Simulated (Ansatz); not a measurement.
# WSe2, response to strain

The parent structure is WSe$_{2}$ in the 2H-MoS2 type structure (space group P6_3/mmc, No. 194; a = 3.2999 Å, c = 13.1513 Å; layered, stacked along the Cartesian z axis). Axes: x lies along a and z along c of the hexagonal cell.

Strains are applied to the cell and any free atomic positions relax; under biaxial strain the out-of-plane vector relaxes too.

All numbers come from r2SCAN+rVV10, PAW, 500 eV (Ansatz, a quantum-chemistry and plane-wave program; no spin-orbit coupling).

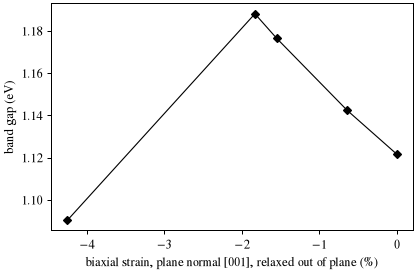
Figure. Band gap against biaxial strain, plane normal [001], relaxed out of plane

Q: From the plot, what is the band gap for biaxial strain −0.64 %, plane normal [001], relaxed out of plane?

A: About 1.14 eV.

Q: Is the trend monotonic over the range shown?

A: No, it turns within the range, spanning 1.09 eV to 1.19 eV.

Spin-orbit coupling, missing from the scalar runs, can matter with W. No phonon test of stability was made.
